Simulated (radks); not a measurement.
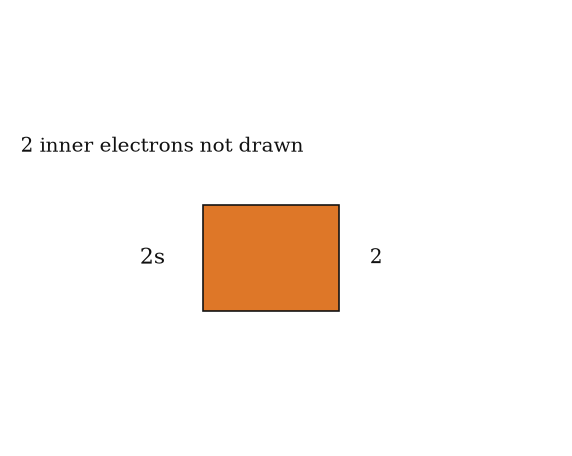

Figure 1. The outer shells as the input fills them: a box for each of the 2l + 1 orbitals, shaded by the share of the shell that is filled, with the electron count at the right.

## Atomic calculation for B⁺

- system: B⁺, configuration [He] 2s2.
- method: non-relativistic Kohn-Sham, TPSS, spin-polarised, spherical densities, point nucleus (radks)

**Input**
```
Z 5
configuration [He] 2s2
relativity non-relativistic
functional tpss,tpss
spin polarised
nucleus point
```

Energies in input and log are in hartree, lengths in bohr.

Hardware: 1 CPU thread, shared host.

**The program's output**
```
1s      1   1.0000          -7.18975961
2s      1   1.0000          -0.72467409
1s      2   1.0000          -7.18975961
2s      2   1.0000          -0.72467409
Etot -24.347100691084492
Ekin 24.26659196816984
Encl -54.640638815885694
Eh 9.6317885152346
Exc -3.6048423586032388
err 0.526857469879631
it 170
```

**Outcome**

| quantity | value |
| --- | --- |
| outcome | not converged |
| total energy | −24.347101 hartree |
| kinetic energy | 24.266592 hartree |
| electron–nucleus energy | −54.640639 hartree |
| Hartree energy | 9.631789 hartree |
| exchange–correlation energy | −3.604842 hartree |
| SCF iterations | 170 |
| wall time | 1 s |

**What went wrong**

The run did not meet its convergence test in 170 iterations, so its last values are not results.
